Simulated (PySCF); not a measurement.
SMILES CC[SiH2]Cl at its GFN2-xTB optimised geometry (Å):

```
11

C      1.9473    -0.7349     0.0000
C      0.4218    -0.7349     0.0000
Si    -0.3194     1.0160     0.0000
Cl    -2.3340     0.8652    -0.0166
H      2.3340    -1.7524    -0.0007
H      2.3317    -0.2246    -0.8799
H      2.3321    -0.2255     0.8802
H      0.0678    -1.2884     0.8731
H      0.0677    -1.2879    -0.8735
H      0.0678     1.7452     1.2067
H      0.0871     1.7524    -1.1960
```

Calculation: PySCF with CAM-B3LYP/def2-TZVP.

Map of the HOMO−1 amplitude (bohr^(-3/2)) on the plane z = 1.0 Å; orbital energy -10.21 eV, overall sign arbitrary:

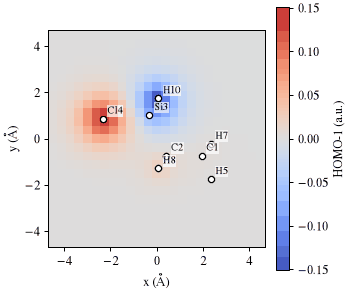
Fig. 1. HOMO−1 amplitude (bohr^(-3/2)) on the plane z = 1.0 Å.
